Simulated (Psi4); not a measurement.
# SnCl2F2 (SMILES [F][Sn]([F])([Cl])[Cl]) at PBE0/def2-TZVP (density fitting, core potential, sweep point 3)

Aim: the vertical ionisation energy of SnCl2F2 at PBE0/def2-TZVP (density fitting, core potential, sweep point 3), from 2 runs. 

The results are computed with Psi4 1.11.

## Step 1: The molecule

SnCl2F2 has 5 atoms, charge 0, and is taken as a singlet. As SMILES, `[F][Sn]([F])([Cl])[Cl]`. The shape is that of a PBE0-D4/def2-TZVP optimisation.

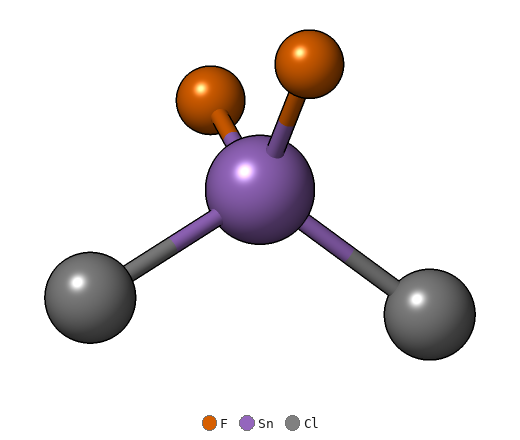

The structure, seen from a chosen angle (fluorine orange, tin purple, chlorine grey).

## Step 2: The energy at PBE0/def2-TZVP (density fitting, core potential, sweep point 3)

Input file job.inp:

```
memory 1.6 GB

molecule {
  F     -0.25700275    -0.60187777     3.53662244
  Sn     0.05971535    -0.06916398     0.02570028
  F      2.85159672    -2.04128216    -0.98851574
  Cl    -3.47274970    -1.49855282    -1.94641791
  Cl     0.91273772     4.07179288    -0.70562373
  units bohr
  symmetry c1
}

set basis def2-TZVP
set puream true
set scf_type df
set dft_radial_points 99
set dft_spherical_points 590

energy('pbe0')
print_variables()
```

Launch:

```bash
$ psi4 job.inp job.out -n 1
```

job.out:

```text
[...]
    !!!  WARNING: ECP capability is in beta. Please check occupations closely.  !!!
[...]
  Running in c1 symmetry.
[...]
  Nuclear repulsion =  435.160609086283159
[...]
  Multiplicity = 1
[...]
  Nalpha       = 37
  Nbeta        = 37
[...]
    Number of basis functions: 186
[...]
 WARNING: Atomic UHF is not converging! Try casting from a smaller basis or call Rob at CCMST.
   -------------------------
[...]
   @DF-RKS iter   1: -1333.91534843049658   -1.24988e+00   4.63052e-03 ADIIS/DIIS
[...]
   @DF-RKS iter   9: -1334.17233991261423   -4.00041e-08   3.75536e-07 DIIS
[...]
    Orbital Energies [Eh]
    ---------------------
    Doubly Occupied:
       1A   -101.743266     2A   -101.743257     3A    -24.770267
       4A    -24.770239     5A     -9.569389     6A     -9.569383
       7A     -7.302079     8A     -7.302073     9A     -7.295766
      10A     -7.295760    11A     -7.295728    12A     -7.295722
      13A     -5.243713    14A     -3.578092    15A     -3.577128
      16A     -3.576559    17A     -1.235695    18A     -1.225915
      19A     -1.149311    20A     -1.141228    21A     -1.140901
      22A     -1.129491    23A     -1.105273    24A     -0.882084
      25A     -0.867496    26A     -0.579261    27A     -0.484494
      28A     -0.474594    29A     -0.471697    30A     -0.443116
      31A     -0.437984    32A     -0.437195    33A     -0.417473
      34A     -0.386747    35A     -0.385303    36A     -0.379277
[...]
  @DF-RKS Final Energy: -1334.17233991261423
   => Energetics <=
    Nuclear Repulsion Energy =            435.1606090862831593
    One-Electron Energy =               -2793.6167188908029857
    Two-Electron Energy =                1096.3558393022692599
    DFT Exchange-Correlation Energy =     -72.0720694103637811
    Empirical Dispersion Energy =           0.0000000000000000
    VV10 Nonlocal Energy =                  0.0000000000000000
    Total Energy =                      -1334.1723399126142340
[...]
 Multipole Moments:
 ------------------------------------------------------------------------------------
     Multipole            Electronic (a.u.)      Nuclear  (a.u.)        Total (a.u.)
 ------------------------------------------------------------------------------------
 L = 1.  Multiply by 2.5417464519 to convert [e a0] to [Debye]
 Dipole X            :          7.7722512           -8.1149821           -0.3427309
 Dipole Y            :         -7.8653672            8.2122981            0.3469309
 Dipole Z            :          7.8440038           -8.1894411           -0.3454373
 Magnitude           :                                                    0.5976223
[...]
```

Wall time 32 s (1 thread of AMD EPYC 7R43 (Zen 3), shared host); peak memory 1.3 GiB.

## Step 3: The doublet cation at the same level

Input file cl2f2sn.dat:

```
memory 1600 MB

molecule system {
  1 2
  F     -0.25700275    -0.60187777     3.53662244
  Sn     0.05971535    -0.06916398     0.02570028
  F      2.85159672    -2.04128216    -0.98851574
  Cl    -3.47274970    -1.49855282    -1.94641791
  Cl     0.91273772     4.07179288    -0.70562373
  units au
  symmetry c1
}

set globals {
  reference uks
  puream true
  scf_type df
  dft_radial_points 99
  dft_spherical_points 590
  maxiter 100
}

energy_value = energy("pbe0/def2-TZVP")
print_variables()
```

Launch:

```bash
$ psi4 cl2f2sn.dat cl2f2sn.out -n 1
```

cl2f2sn.out:

```text
[...]
    !!!  WARNING: ECP capability is in beta. Please check occupations closely.  !!!
[...]
  Running in c1 symmetry.
[...]
  Nuclear repulsion =  435.160609086283159
[...]
  Multiplicity = 2
[...]
  Nalpha       = 37
  Nbeta        = 36
[...]
    Number of basis functions: 186
[...]
 WARNING: Atomic UHF is not converging! Try casting from a smaller basis or call Rob at CCMST.
   -------------------------
[...]
   @DF-UKS iter   1: -1333.43948130811486   -7.74016e-01   4.57117e-03 DIIS/ADIIS
[...]
   @DF-UKS iter  19: -1333.71734785839476   -8.50410e-07   9.47098e-07 DIIS
[...]
   @S^2 Observed:                7.595880533E-01
[...]
    Orbital Energies [Eh]
    ---------------------
    Alpha Occupied:
       1A   -102.019699     2A   -102.019656     3A    -24.955848
       4A    -24.955748     5A     -9.842664     6A     -9.842620
       7A     -7.579499     8A     -7.579453     9A     -7.571550
      10A     -7.571506    11A     -7.565939    12A     -7.565895
      13A     -5.456551    14A     -3.792604    15A     -3.789960
      16A     -3.787565    17A     -1.426401    18A     -1.414448
      19A     -1.365203    20A     -1.353654    21A     -1.353377
      22A     -1.335204    23A     -1.305181    24A     -1.144357
      25A     -1.131643    26A     -0.791122    27A     -0.690674
      28A     -0.688595    29A     -0.670119    30A     -0.654027
      31A     -0.647747    32A     -0.628543    33A     -0.621895
      34A     -0.621680    35A     -0.619841    36A     -0.616584
[...]
  @DF-UKS Final Energy: -1333.71734785839476
   => Energetics <=
    Nuclear Repulsion Energy =            435.1606090862831593
    One-Electron Energy =               -2776.7426417848705569
    Two-Electron Energy =                1079.6592410347489022
    DFT Exchange-Correlation Energy =     -71.7945561945563782
    Empirical Dispersion Energy =           0.0000000000000000
    VV10 Nonlocal Energy =                  0.0000000000000000
    Total Energy =                      -1333.7173478583947599
[...]
 Multipole Moments:
 ------------------------------------------------------------------------------------
     Multipole            Electronic (a.u.)      Nuclear  (a.u.)        Total (a.u.)
 ------------------------------------------------------------------------------------
 L = 1.  Multiply by 2.5417464519 to convert [e a0] to [Debye]
 Dipole X            :          7.0581879           -8.1149821           -1.0567941
 Dipole Y            :         -7.1439439            8.2122981            1.0683542
 Dipole Z            :          7.1243584           -8.1894411           -1.0650827
 Magnitude           :                                                    1.8419000
[...]
```

It took 89 s on 1 thread of AMD EPYC 7R43 (Zen 3), shared host; peak memory 1.4 GiB.

## Step 4: What came out

Level: PBE0/def2-TZVP (density fitting, core potential, sweep point 3).

| quantity | value |
| --- | --- |
| singlet SnCl2F2: total energy | -1334.17234 Eh |
| singlet SnCl2F2: dipole moment | 1.52 D |
| singlet SnCl2F2: HOMO energy | -10.23 eV |
| singlet SnCl2F2: LUMO energy | -3.27 eV |
| singlet SnCl2F2: HOMO–LUMO gap | 6.95 eV |
| doublet cation: total energy | -1333.71735 Eh |
| doublet cation: HOMO energy (highest over α and β) | -15.97 eV |
| doublet cation: LUMO energy (lowest over α and β) | -14.53 eV |
| doublet cation: ⟨S²⟩ | 0.760 |
| vertical ionisation energy (to the doublet cation) | 12.381 eV |

The vertical ionisation energy comes to 12.38 eV (1195 kJ/mol). The negative HOMO energy of the first species, 10.23 eV, lies 2.15 eV below that difference.
